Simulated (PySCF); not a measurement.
**[Dy(H2O)3]3+: forces at shaken geometries**

Aim: move all atoms of relaxed [Dy(H2O)3]3+ at random and read energies and forces. The structure is generated, not taken from experiment.

The runs use PySCF 2.14.0; PBE, Dy lcecp-1-SVP with ECP55, O def2-SVP, H def2-SVP; scalar-relativistic core potentials, no spin–orbit coupling.

4 further runs of the same task are left out: 2 for a known fault of the program, 2 that didn't finish.

## Step 1: Where the work starts

10 atoms, charge 3, spin multiplicity 1.

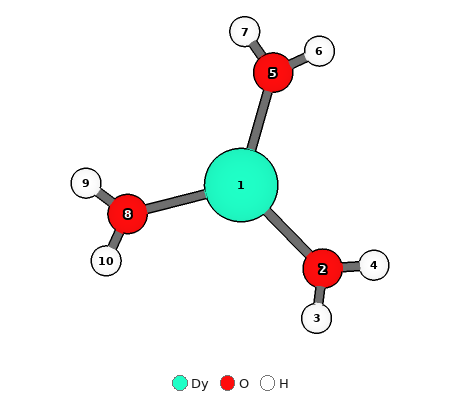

The geometry (dysprosium teal, oxygen red, hydrogen white); atoms are numbered from 1 in the order of the file.

Geometry (Å):

```xyz
10
charge 3, multiplicity 1
Dy    0.0000    0.0000    0.0000
O     2.2532    0.0000    0.0000
H     2.8776   -0.7564    0.1927
H     2.8776    0.7564   -0.1927
O    -1.1266    1.9513    0.0000
H    -0.7837    2.8703    0.1927
H    -2.0939    2.1139   -0.1927
O    -1.1266   -1.9513    0.0000
H    -2.0939   -2.1139    0.1927
H    -0.7837   -2.8703   -0.1927
```

Formal oxidation states: Dy +3. Each metal's 9 4f electrons lie in its core potential, so multiplicities, spins and levels count the valence alone. An earlier session relaxed this geometry at PBE, Dy lcecp-1-SVP with ECP55, O def2-SVP, H def2-SVP (singlet, point group D3).

Its energy there is -264.870986 Eh.

## Step 2: Atoms moved at random, σ = 0.15 Å

The input, run.py (the lines that set the calculation):

```python
mol = gto.M(atom='''
Dy    -0.14910     0.03740    -0.07648
O      2.36845     0.11145     0.13774
H      2.69942    -0.74983     0.02877
H      3.03741     0.80305    -0.21011
O     -1.13429     1.73427     0.02503
H     -0.59201     2.85240     0.32892
H     -2.18329     2.22169    -0.23459
O     -1.05665    -1.80295    -0.00677
H     -2.05886    -2.16427     0.17818
H     -0.93108    -3.04321    -0.17068''',
    basis={'Dy': 'lcecp-1-SVP', 'O': 'def2-SVP', 'H': 'def2-SVP'},
    ecp={'Dy': 'lcecp-1-SVP'},
    charge=3, spin=0)
mf = dft.RKS(mol, xc='PBE')
mf.grids.atom_grid = (50, 194)  # f atoms: unpruned, at least (60, 302)
mf = mf.density_fit()  # fitting sets: Dy AutoAux, O def2-universal-JKFIT, H def2-universal-JKFIT
mf.conv_tol = 1e-08; mf.max_cycle = 55
mf.kernel(dm0)  # dm0: the density of the relaxed state
```

Run with:

```bash
OMP_NUM_THREADS=2 python run.py
```

The program printed:

```text
init E= -263.980322478834
  HOMO = -0.96983536229823  LUMO = -0.778007993567681  gap/eV = 5.21989
cycle= 1 E= -264.645008607646  delta_E= -0.665  |g|= 0.663  |ddm|= 0.962
  HOMO = -0.738487118117067  LUMO = -0.625079046433531  gap/eV = 3.08599
cycle= 2 E= -264.176482938744  delta_E= 0.469  |g|= 1.66  |ddm|= 1.32
  HOMO = -0.789094378573324  LUMO = -0.626920532271832  gap/eV = 4.41298
cycle= 3 E= -264.731011078917  delta_E= -0.555  |g|= 0.0983  |ddm|=    1
  HOMO = -0.806310380836024  LUMO = -0.634921651757102  gap/eV = 4.66372
cycle= 4 E= -264.732213420418  delta_E= -0.0012  |g|= 0.072  |ddm|= 0.125
  HOMO = -0.798680069348592  LUMO = -0.635975432000293  gap/eV = 4.42742
cycle= 5 E= -264.73313346387  delta_E= -0.00092  |g|= 0.0186  |ddm|= 0.0541
  HOMO = -0.798873199128639  LUMO = -0.634904739836657  gap/eV = 4.46181
cycle= 6 E= -264.733204418526  delta_E= -7.1e-05  |g|= 0.00532  |ddm|= 0.0169
  HOMO = -0.799651903424184  LUMO = -0.63499008996569  gap/eV = 4.48068
cycle= 7 E= -264.733208778493  delta_E= -4.36e-06  |g|= 0.00247  |ddm|= 0.00447
  HOMO = -0.79947773162915  LUMO = -0.635097890469101  gap/eV = 4.47300
cycle= 8 E= -264.733209974843  delta_E= -1.2e-06  |g|= 0.000378  |ddm|= 0.00179
  HOMO = -0.799474626452291  LUMO = -0.635066914765901  gap/eV = 4.47376
cycle= 9 E= -264.733210006198  delta_E= -3.14e-08  |g|= 8.43e-05  |ddm|= 0.00038
  HOMO = -0.799476918813784  LUMO = -0.635079195059614  gap/eV = 4.47349
cycle= 10 E= -264.733210008188  delta_E= -1.99e-09  |g|= 9.03e-06  |ddm|= 9.84e-05
  HOMO = -0.799481053502767  LUMO = -0.635078504329603  gap/eV = 4.47362
Extra cycle  E= -264.733210008147  delta_E= 4.09e-11  |g|= 1.7e-05  |ddm|= 2.18e-05
converged SCF energy = -264.733210008147
```

It took 5.6 s on 2 threads of Arm Neoverse V1, shared host.

Result: E = -264.733210 Eh (+3.749 eV from the relaxed state), HOMO -21.75 eV, LUMO -17.28 eV, Mulliken charge on Dy1 +1.66 e, largest force component 9.575 eV/Å. 

| atom | Fx | Fy | Fz (eV/Å) |
| --- | --- | --- | --- |
| Dy1 | 4.682 | -1.703 | -0.114 |
| O2 | -2.493 | 3.607 | -0.541 |
| H3 | 1.995 | -2.679 | -0.265 |
| H4 | -0.578 | -1.132 | 0.592 |
| O5 | -3.710 | 9.575 | 0.295 |
| H6 | -1.843 | -3.744 | -0.945 |
| H7 | 3.258 | -1.790 | 0.889 |
| O8 | -3.736 | -8.136 | -0.069 |
| H9 | 1.544 | 1.949 | -0.119 |
| H10 | 0.881 | 4.053 | 0.277 |

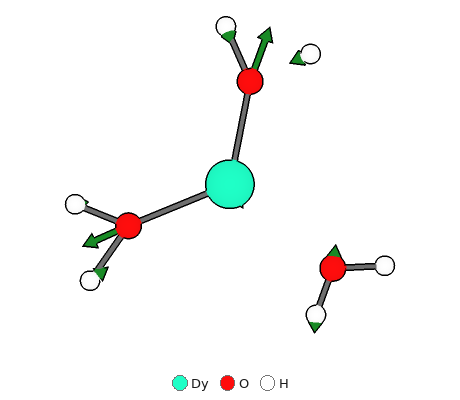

Forces as arrows, the longest for the largest force.

## Step 3: Atoms moved at random, σ = 0.06 Å

The input, run.py (the lines that set the calculation):

```python
mol = gto.M(atom='''
Dy     0.10272     0.01370     0.02904
O      2.26774    -0.00858     0.06281
H      2.79127    -0.73882     0.19068
H      2.88621     0.75168    -0.20335
O     -1.14735     1.90255    -0.08848
H     -0.79461     2.79499     0.15414
H     -2.15485     2.23846    -0.23358
O     -1.15047    -1.86879     0.09477
H     -2.02165    -2.07302     0.24682
H     -0.77901    -3.01217    -0.25285''',
    basis={'Dy': 'lcecp-1-SVP', 'O': 'def2-SVP', 'H': 'def2-SVP'},
    ecp={'Dy': 'lcecp-1-SVP'},
    charge=3, spin=0)
mf = dft.RKS(mol, xc='PBE')
mf.grids.atom_grid = (50, 194)  # f atoms: unpruned, at least (60, 302)
mf = mf.density_fit()  # fitting sets: Dy AutoAux, O def2-universal-JKFIT, H def2-universal-JKFIT
mf.conv_tol = 1e-08; mf.max_cycle = 55
mf.kernel(dm0)  # dm0: the density of the relaxed state
```

Run with:

```bash
OMP_NUM_THREADS=2 python run.py
```

The program printed:

```text
init E= -264.685846010839
  HOMO = -0.881122670020683  LUMO = -0.680532265151331  gap/eV = 5.45834
cycle= 1 E= -264.800768109729  delta_E= -0.115  |g|= 0.271  |ddm|= 0.462
  HOMO = -0.782565458835265  LUMO = -0.656558335678822  gap/eV = 3.42883
cycle= 2 E= -264.73992718901  delta_E= 0.0608  |g|= 0.616  |ddm|= 0.589
  HOMO = -0.849637169087032  LUMO = -0.652286843610646  gap/eV = 5.37018
cycle= 3 E= -264.815772658255  delta_E= -0.0758  |g|= 0.0608  |ddm|= 0.417
  HOMO = -0.846978646889027  LUMO = -0.655825152963098  gap/eV = 5.20155
cycle= 4 E= -264.816349914202  delta_E= -0.000577  |g|= 0.0351  |ddm|= 0.0634
  HOMO = -0.84882996333064  LUMO = -0.655839915310359  gap/eV = 5.25153
cycle= 5 E= -264.816574639974  delta_E= -0.000225  |g|= 0.00427  |ddm|= 0.0225
  HOMO = -0.848806223347887  LUMO = -0.655769632019588  gap/eV = 5.25279
cycle= 6 E= -264.816577597905  delta_E= -2.96e-06  |g|= 0.00208  |ddm|= 0.00401
  HOMO = -0.848847244508285  LUMO = -0.655798191422927  gap/eV = 5.25313
cycle= 7 E= -264.816578430497  delta_E= -8.33e-07  |g|= 0.000362  |ddm|= 0.00144
  HOMO = -0.848873436041602  LUMO = -0.655798402072821  gap/eV = 5.25384
cycle= 8 E= -264.816578457093  delta_E= -2.66e-08  |g|= 6.11e-05  |ddm|= 0.000287
  HOMO = -0.848879114135707  LUMO = -0.655796805843273  gap/eV = 5.25404
cycle= 9 E= -264.816578457926  delta_E= -8.33e-10  |g|= 9.09e-06  |ddm|= 5.19e-05
  HOMO = -0.848881632359751  LUMO = -0.65579676521212  gap/eV = 5.25411
Extra cycle  E= -264.816578457895  delta_E= 3.1e-11  |g|= 1.6e-05  |ddm|= 1.78e-05
converged SCF energy = -264.816578457895
```

Wall time 5.2 s (2 threads of Arm Neoverse V1, shared host).

Result: E = -264.816578 Eh (+1.481 eV from the relaxed state), HOMO -23.10 eV, LUMO -17.85 eV, Mulliken charge on Dy1 +1.80 e, largest force component 6.738 eV/Å. 

| atom | Fx | Fy | Fz (eV/Å) |
| --- | --- | --- | --- |
| Dy1 | -1.957 | -0.092 | 0.032 |
| O2 | -1.951 | 4.634 | -1.143 |
| H3 | 3.357 | -4.059 | 0.802 |
| H4 | -0.097 | -0.594 | 0.294 |
| O5 | -2.061 | 0.973 | -0.073 |
| H6 | 0.521 | 0.310 | 0.076 |
| H7 | 1.867 | -1.345 | 0.090 |
| O8 | 6.738 | -3.094 | -2.424 |
| H9 | -5.121 | -0.860 | 1.029 |
| H10 | -1.296 | 4.128 | 1.317 |

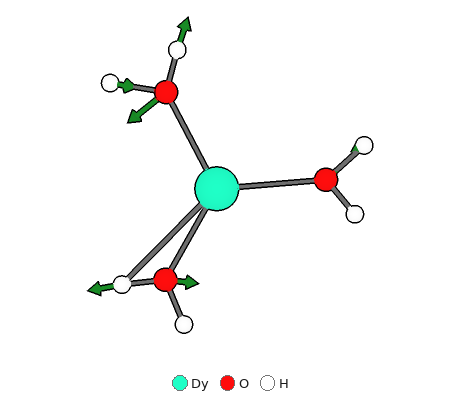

Forces as arrows, the longest for the largest force.

## Step 4: Atoms moved at random, σ = 0.03 Å

The input, run.py (the lines that set the calculation):

```python
mol = gto.M(atom='''
Dy    -0.04840     0.00133    -0.02600
O      2.29434    -0.05059     0.01977
H      2.85194    -0.72762     0.17619
H      2.89616     0.75949    -0.14173
O     -1.11983     1.97692    -0.00603
H     -0.78144     2.81975     0.19381
H     -2.13801     2.09249    -0.21358
O     -1.13846    -1.93406     0.00313
H     -2.07923    -2.03409     0.17573
H     -0.73707    -2.90363    -0.18129''',
    basis={'Dy': 'lcecp-1-SVP', 'O': 'def2-SVP', 'H': 'def2-SVP'},
    ecp={'Dy': 'lcecp-1-SVP'},
    charge=3, spin=0)
mf = dft.RKS(mol, xc='PBE')
mf.grids.atom_grid = (50, 194)  # f atoms: unpruned, at least (60, 302)
mf = mf.density_fit()  # fitting sets: Dy AutoAux, O def2-universal-JKFIT, H def2-universal-JKFIT
mf.conv_tol = 1e-08; mf.max_cycle = 55
mf.kernel(dm0)  # dm0: the density of the relaxed state
```

Run with:

```bash
OMP_NUM_THREADS=2 python run.py
```

The program printed:

```text
init E= -264.893502520091
  HOMO = -0.840100323093396  LUMO = -0.658579188851358  gap/eV = 4.93944
cycle= 1 E= -264.845291860695  delta_E= 0.0482  |g|= 0.0771  |ddm|= 0.249
  HOMO = -0.862021829759846  LUMO = -0.662334195717567  gap/eV = 5.43378
cycle= 2 E= -264.844115393905  delta_E= 0.00118  |g|= 0.109  |ddm|= 0.118
  HOMO = -0.849670352932084  LUMO = -0.663290382015816  gap/eV = 5.07166
cycle= 3 E= -264.846259705703  delta_E= -0.00214  |g|= 0.0304  |ddm|= 0.085
  HOMO = -0.85218407806896  LUMO = -0.663224220291744  gap/eV = 5.14186
cycle= 4 E= -264.846429779142  delta_E= -0.00017  |g|= 0.00198  |ddm|= 0.0196
  HOMO = -0.85232026991282  LUMO = -0.663208524803117  gap/eV = 5.14599
cycle= 5 E= -264.846430245862  delta_E= -4.67e-07  |g|= 0.00139  |ddm|= 0.00217
  HOMO = -0.852171262224994  LUMO = -0.663229663338392  gap/eV = 5.14136
cycle= 6 E= -264.84643061616  delta_E= -3.7e-07  |g|= 0.000171  |ddm|= 0.000973
  HOMO = -0.852181444711394  LUMO = -0.663219463104068  gap/eV = 5.14192
cycle= 7 E= -264.846430623279  delta_E= -7.12e-09  |g|= 1.83e-05  |ddm|= 0.00018
  HOMO = -0.852177456373135  LUMO = -0.663221309588975  gap/eV = 5.14176
Extra cycle  E= -264.84643062322  delta_E= 5.88e-11  |g|= 2.62e-05  |ddm|= 3.75e-05
converged SCF energy = -264.84643062322
```

Wall time 4.7 s (2 threads of Arm Neoverse V1, shared host).

It gives: E = -264.846431 Eh (+0.668 eV from the relaxed state), HOMO -23.19 eV, LUMO -18.05 eV, Mulliken charge on Dy1 +1.82 e, largest force component 5.924 eV/Å. 

| atom | Fx | Fy | Fz (eV/Å) |
| --- | --- | --- | --- |
| Dy1 | 0.988 | 0.104 | 0.026 |
| O2 | -4.279 | 5.924 | -1.344 |
| H3 | 4.099 | -4.971 | 1.146 |
| H4 | -0.461 | -0.869 | 0.174 |
| O5 | -2.863 | -3.573 | -1.125 |
| H6 | 1.050 | 3.422 | 0.725 |
| H7 | 1.675 | 0.222 | 0.390 |
| O8 | 2.620 | -1.428 | -0.697 |
| H9 | -1.659 | -0.665 | 0.263 |
| H10 | -1.171 | 1.834 | 0.442 |

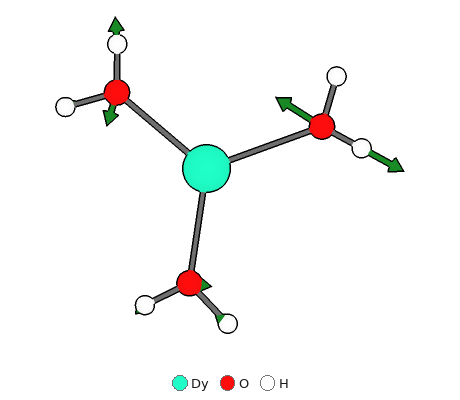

Forces as arrows, the longest for the largest force.

## Step 5: Results

| σ (Å) | energy rise (eV) | harmonic estimate −½ F·u (eV) | largest force component (eV/Å) |
| --- | --- | --- | --- |
| 0.15 | 3.749 | 3.256 | 9.57 |
| 0.06 | 1.481 | 1.343 | 6.74 |
| 0.03 | 0.668 | 0.716 | 5.92 |

Every displacement raises the energy. For a harmonic well the rise equals −½ F·u; the two differ by at most 13 % here (a move with σ = 0.15 Å), from anharmonicity, the grid and the small forces left at the relaxed point. The bases are small and lack diffuse functions. Spin–orbit coupling is left out.
